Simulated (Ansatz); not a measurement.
**Geometry relaxation of SnH2Cl2 (part 1 of 2)**

- system: SnH2Cl2
- method: RKS PBE-D4/def2-SVP (Ansatz 0.2.0)

It belongs to a series of runs on one base structure; here: end point B relaxed.

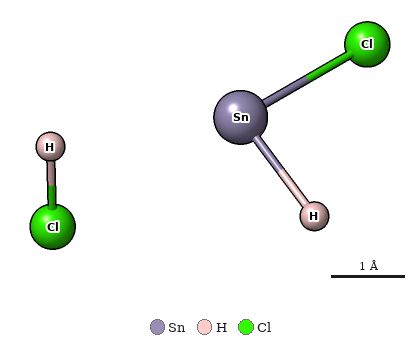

The starting structure (ball-and-stick view, seen at a tilt). Sticks mark near contacts. Bond lengths as drawn: Cl–H 1.34 Å, Cl–Sn 2.41 Å and H–Sn 1.81 Å.

### The input
```yaml
crystal:
  periodic: [false, false, false]
  atoms:
    - { symbol: Sn, position_ang: [-0.72723, 0.028462, 0.24402] }
    - { symbol: H, position_ang: [1.703152, -0.127636, 1.890523] }
    - { symbol: Cl, position_ang: [2.766822, 0.149329, 1.125939] }
    - { symbol: H, position_ang: [-0.935913, 1.254858, -1.070609] }
    - { symbol: Cl, position_ang: [-1.329931, -1.851814, -1.144573] }
basis:
  gaussian: { orbitals: def2-SVP }
hamiltonian:
  xc: pbe
  dispersion: d4
relax:
  f_tol: 0.03
  max_steps: 50
output:
  orbitals: {}
```

Machine: 1 thread of Arm Neoverse V1, 24 GiB of memory available, shared host.

Launch command:
```bash
ansatz run input.yaml --threads 1 --pin off --max-ram 2048MiB --backend cpu --events-out ev --progress --plain --runs-dir out
```

### Log
```
The last accepted step is kept in [file] (removed where the run ends without a failure and the disk answers)
Engine: ansatz 0.2.0, aarch64-unknown-linux-gnu
Functional definition: PBE
  parameter kappa = 0.804
  parameter beta = 0.06672455060314922
  exchange = pbe_x(kappa = kappa, mu = beta*pi^2/3)
  correlation = pbe_c(beta = beta)
797 factors; their error is unknown
mean field evaluation 1: about -30890.6080 eV, gradient 1.9e1 eV
mean field evaluation 2: about -30884.0821 eV, gradient 4.8e1 eV
mean field evaluation 4: about -30891.8315 eV, gradient 2.7e0 eV
mean field evaluation 8: about -30891.8614 eV, gradient 4.1e-2 eV
mean field evaluation 16: about -30891.8325 eV, gradient 2.9e-5 eV
mean field -30891.83248061 eV, -1135.2539044263 hartree, gradient 2.9e-5 eV, S^2 0.000000; 0 other end points of the search recorded, 0 dependent functions left out
the calculation of the forces begins
reference -30891.83251478 eV, -1135.2539056819 hartree; 29, 29 occupied and 43, 43 virtual orbitals, 797 factors
relax step   1: F+E_penalty+E_count = -30891.94605778 eV  Δ(F+E_penalty+E_count) = +0.000e0 eV  max|allowed force component| = 8.708e-1 eV/Å  Δτ_max = 0.0000 Å  (24 SCF iters, accepted)
these checks for a lower state are left out or cut short: starts, cluster_reference, orbital_swaps, neighbouring_geometries, increment
797 factors; their error is unknown
mean field -30891.85904161 eV, -1135.2548805252 hartree, gradient 2.0e-5 eV, S^2 0.000000; 0 other end points of the search recorded, 0 dependent functions left out
[... from here on the field's lines of each further geometry are left out, up to the last ...]
relax step   2: F+E_penalty+E_count = -30891.97781987 eV  Δ(F+E_penalty+E_count) = -3.176e-2 eV  max|allowed force component| = 6.698e-1 eV/Å  Δτ_max = 0.1949 Å  (26 SCF iters, accepted)
relax step   3: F+E_penalty+E_count = -30891.95909097 eV  Δ(F+E_penalty+E_count) = +1.873e-2 eV  max|allowed force component| = 1.342e0 eV/Å  Δτ_max = 0.1971 Å  (29 SCF iters, rejected (line search))
relax step   4: F+E_penalty+E_count = -30891.99329464 eV  Δ(F+E_penalty+E_count) = -1.547e-2 eV  max|allowed force component| = 7.519e-1 eV/Å  Δτ_max = 0.0968 Å  (26 SCF iters, accepted)
relax step   5: F+E_penalty+E_count = -30892.02276700 eV  Δ(F+E_penalty+E_count) = -2.947e-2 eV  max|allowed force component| = 8.387e-1 eV/Å  Δτ_max = 0.0984 Å  (27 SCF iters, accepted)
relax step   6: F+E_penalty+E_count = -30892.05304770 eV  Δ(F+E_penalty+E_count) = -3.028e-2 eV  max|allowed force component| = 5.419e-1 eV/Å  Δτ_max = 0.0797 Å  (27 SCF iters, accepted)
relax step   7: F+E_penalty+E_count = -30892.08332454 eV  Δ(F+E_penalty+E_count) = -3.028e-2 eV  max|allowed force component| = 2.772e-1 eV/Å  Δτ_max = 0.0907 Å  (26 SCF iters, accepted)
relax step   8: F+E_penalty+E_count = -30892.11813738 eV  Δ(F+E_penalty+E_count) = -3.481e-2 eV  max|allowed force component| = 1.820e-1 eV/Å  Δτ_max = 0.1554 Å  (28 SCF iters, accepted)
relax step   9: F+E_penalty+E_count = -30892.12071003 eV  Δ(F+E_penalty+E_count) = -2.573e-3 eV  max|allowed force component| = 1.596e-1 eV/Å  Δτ_max = 0.0172 Å  (24 SCF iters, accepted)
relax step  10: F+E_penalty+E_count = -30892.12711360 eV  Δ(F+E_penalty+E_count) = -6.404e-3 eV  max|allowed force component| = 4.777e-1 eV/Å  Δτ_max = 0.1987 Å  (28 SCF iters, accepted)
relax step  11: F+E_penalty+E_count = -30892.12417728 eV  Δ(F+E_penalty+E_count) = +2.936e-3 eV  max|allowed force component| = 3.541e-1 eV/Å  Δτ_max = 0.1182 Å  (26 SCF iters, rejected (line search))
relax step  12: F+E_penalty+E_count = -30892.13975529 eV  Δ(F+E_penalty+E_count) = -1.264e-2 eV  max|allowed force component| = 5.409e-2 eV/Å  Δτ_max = 0.0588 Å  (26 SCF iters, accepted)
relax step  13: F+E_penalty+E_count = -30892.14138289 eV  Δ(F+E_penalty+E_count) = -1.628e-3 eV  max|allowed force component| = 1.168e-1 eV/Å  Δτ_max = 0.0625 Å  (24 SCF iters, accepted)
relax step  14: F+E_penalty+E_count = -30892.14170947 eV  Δ(F+E_penalty+E_count) = -3.266e-4 eV  max|allowed force component| = 1.018e-1 eV/Å  Δτ_max = 0.0099 Å  (24 SCF iters, accepted)
relax step  15: F+E_penalty+E_count = -30892.14299727 eV  Δ(F+E_penalty+E_count) = -1.288e-3 eV  max|allowed force component| = 1.849e-1 eV/Å  Δτ_max = 0.1100 Å  (26 SCF iters, accepted)
relax step  16: F+E_penalty+E_count = -30892.14411068 eV  Δ(F+E_penalty+E_count) = -1.113e-3 eV  max|allowed force component| = 1.291e-1 eV/Å  Δτ_max = 0.0570 Å  (25 SCF iters, accepted)
relax step  17: F+E_penalty+E_count = -30892.14702963 eV  Δ(F+E_penalty+E_count) = -2.919e-3 eV  max|allowed force component| = 8.875e-3 eV/Å  Δτ_max = 0.1076 Å  (26 SCF iters, accepted)
relax step  18: F+E_penalty+E_count = -30892.14440869 eV  Δ(F+E_penalty+E_count) = +2.621e-3 eV  max|allowed force component| = 4.095e-1 eV/Å  Δτ_max = 0.1266 Å  (26 SCF iters, rejected (line search))
relax step  19: F+E_penalty+E_count = -30892.14860465 eV  Δ(F+E_penalty+E_count) = -1.575e-3 eV  max|allowed force component| = 6.815e-2 eV/Å  Δτ_max = 0.0614 Å  (25 SCF iters, accepted)
relax step  20: F+E_penalty+E_count = -30892.15066171 eV  Δ(F+E_penalty+E_count) = -2.057e-3 eV  max|allowed force component| = 3.076e-1 eV/Å  Δτ_max = 0.0984 Å  (25 SCF iters, accepted)
relax step  21: F+E_penalty+E_count = -30892.15169645 eV  Δ(F+E_penalty+E_count) = -1.035e-3 eV  max|allowed force component| = 7.425e-1 eV/Å  Δτ_max = 0.1462 Å  (26 SCF iters, accepted)
relax step  22: F+E_penalty+E_count = -30892.16703075 eV  Δ(F+E_penalty+E_count) = -1.533e-2 eV  max|allowed force component| = 1.077e0 eV/Å  Δτ_max = 0.1953 Å  (29 SCF iters, accepted)
relax step  23: F+E_penalty+E_count = -30892.22545380 eV  Δ(F+E_penalty+E_count) = -5.842e-2 eV  max|allowed force component| = 6.680e-1 eV/Å  Δτ_max = 0.1928 Å  (27 SCF iters, accepted)
relax step  24: F+E_penalty+E_count = -30892.28391366 eV  Δ(F+E_penalty+E_count) = -5.846e-2 eV  max|allowed force component| = 3.841e-1 eV/Å  Δτ_max = 0.1950 Å  (27 SCF iters, accepted)
relax step  25: F+E_penalty+E_count = -30892.34045385 eV  Δ(F+E_penalty+E_count) = -5.654e-2 eV  max|allowed force component| = 3.356e-1 eV/Å  Δτ_max = 0.1953 Å  (26 SCF iters, accepted)
relax step  26: F+E_penalty+E_count = -30892.38324424 eV  Δ(F+E_penalty+E_count) = -4.279e-2 eV  max|allowed force component| = 2.903e-1 eV/Å  Δτ_max = 0.1951 Å  (30 SCF iters, accepted)
relax step  27: F+E_penalty+E_count = -30892.34518872 eV  Δ(F+E_penalty+E_count) = +3.806e-2 eV  max|allowed force component| = 4.454e-1 eV/Å  Δτ_max = 0.1721 Å  (26 SCF iters, rejected (line search))
relax step  28: F+E_penalty+E_count = -30892.39414329 eV  Δ(F+E_penalty+E_count) = -1.090e-2 eV  max|allowed force component| = 5.595e-2 eV/Å  Δτ_max = 0.0737 Å  (25 SCF iters, accepted)
relax step  29: F+E_penalty+E_count = -30892.39167250 eV  Δ(F+E_penalty+E_count) = +2.471e-3 eV  max|allowed force component| = 1.862e-1 eV/Å  Δτ_max = 0.0214 Å  (26 SCF iters, rejected (line search))
relax step  30: F+E_penalty+E_count = -30892.39506734 eV  Δ(F+E_penalty+E_count) = -9.241e-4 eV  max|allowed force component| = 3.041e-2 eV/Å  Δτ_max = 0.0104 Å  (26 SCF iters, accepted)
the calculation of the forces begins
reference -30892.24708197 eV, -1135.2691407454 hartree; 29, 29 occupied and 43, 43 virtual orbitals, 797 factors
relax step  31: F+E_penalty+E_count = -30892.39557285 eV  Δ(F+E_penalty+E_count) = -5.055e-4 eV  max|allowed force component| = 2.082e-2 eV/Å  Δτ_max = 0.0186 Å  (26 SCF iters, accepted)
797 factors; their error is unknown
mean field evaluation 224: about -30892.1915 eV, gradient 4.7e0 eV
```

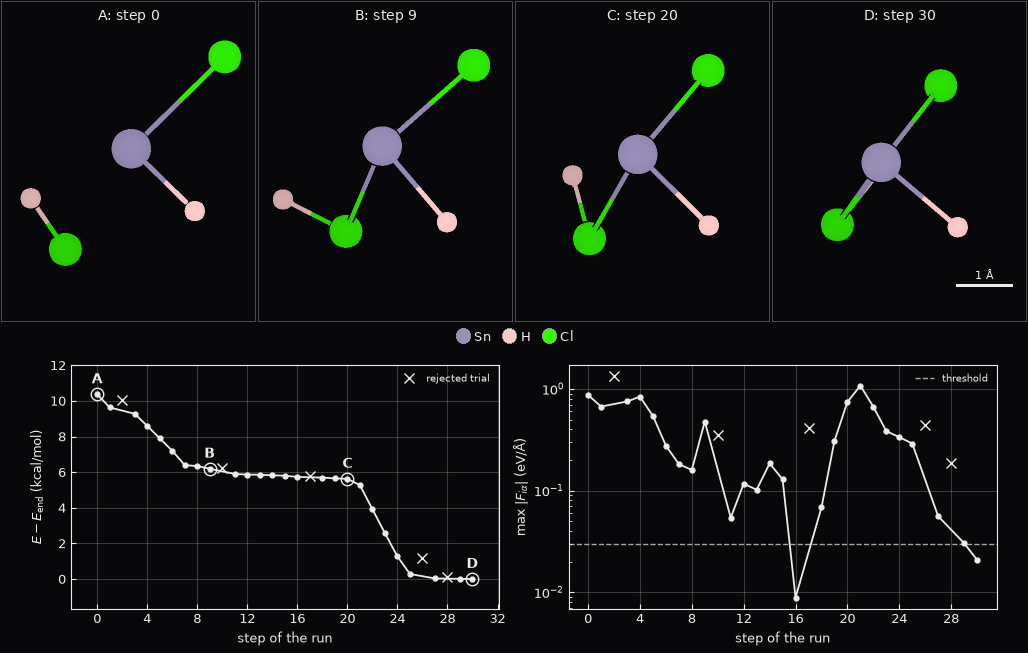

Frames of the relaxation (ball-and-stick view, seen at a tilt) above the curves, on which the letters mark them (the first geometry is step 0 here and step 1 in the log).

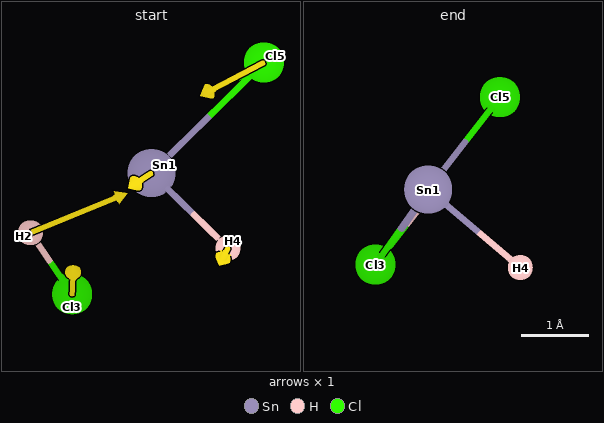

Before (left) and after (right) the relaxation, at one scale (ball-and-stick view, seen at a tilt). The yellow arrows give the displacements, at true length. The largest move after the best rigid fit is that of H2, 1.61 Å. By element the largest moves are H 1.61 Å, Cl 1.43 Å, Sn 0.64 Å. Among the contacts that change: Sn1–Cl3 3.606 → 2.837 Å, Sn1–Cl5 2.414 → 2.546 Å, H2–Cl3 1.339 → 1.388 Å. Among the angles that change: H4–Sn1–Cl5 94.7° → 92.0°. Over 30 geometry steps the energy falls by 10.4 kcal/mol. Largest force component: 0.87 eV/Å at the start, 0.021 eV/Å at the end. The line search rejected the trial steps at points 2, 10, 17, 26, 28 (counted from 0) and went back. (Atoms are counted from 1 in the order of the input.)

```
mean field -30892.24705142 eV, -1135.2691396227 hartree, gradient 8.5e-6 eV, S^2 0.000000; 1 other end points of the search recorded, 0 dependent functions left out
the calculation of the forces begins
reference -30892.24708197 eV, -1135.2691407454 hartree; 29, 29 occupied and 43, 43 virtual orbitals, 797 factors
Total energy: -30892.39560340 eV, -1135.2745988072 hartree
Atom 0 at    -0.989940     0.514172     0.408521 Å, force    -0.004656     0.018361     0.004117 eV/Å
Atom 1 at     1.267309    -0.801332     0.667005 Å, force    -0.002033    -0.019084    -0.006301 eV/Å
Atom 2 at     1.706503     0.365344     1.277918 Å, force     0.005073     0.020817     0.008886 eV/Å
Atom 3 at    -0.380331     1.188363    -1.153040 Å, force    -0.000806    -0.000131     0.000685 eV/Å
Atom 4 at    -0.126640    -1.813348    -0.155103 Å, force     0.002422    -0.019962    -0.007386 eV/Å
Dipole moment:    -0.207740     0.316093     0.152585 e Å
```

### Trajectory as extended XYZ (Å, eV, eV/Å), 20 of the 31 frames kept, from step=1 to step=31
```
5
Properties=species:S:1:pos:R:3:forces:R:3 step=1 energy=-30891.94606
Sn   -0.7272    0.0285    0.2440    0.0507   0.0416  -0.0071
H     1.7032   -0.1276    1.8905    0.7552   0.1798  -0.5047
Cl    2.7668    0.1493    1.1259   -0.8708  -0.1921   0.4658
H    -0.9359    1.2549   -1.0706    0.0361  -0.0416   0.0372
Cl   -1.3299   -1.8518   -1.1446    0.0288   0.0123   0.0087
5
Properties=species:S:1:pos:R:3:forces:R:3 step=3 energy=-30891.95909 accepted=F
Sn   -0.6543    0.0433    0.2738   -0.2862   0.0698   0.1785
H     1.7656   -0.1684    2.0425    0.8403   0.3829  -1.3420
Cl    2.4449    0.1609    0.9027   -0.7456  -0.3878   1.2764
H    -0.8283    1.2549   -1.0536    0.1278   0.0147  -0.0393
Cl   -1.2509   -1.8375   -1.1202    0.0636  -0.0796  -0.0736
5
Properties=species:S:1:pos:R:3:forces:R:3 step=4 energy=-30891.99330
Sn   -0.6858    0.0344    0.2714   -0.1230   0.0636   0.1285
H     1.7430   -0.1644    1.9906    0.6346   0.2468  -0.7519
Cl    2.5295    0.1739    0.9600   -0.6434  -0.2588   0.7031
H    -0.8327    1.2546   -1.0520    0.0834  -0.0058  -0.0257
Cl   -1.2770   -1.8453   -1.1248    0.0483  -0.0458  -0.0540
```
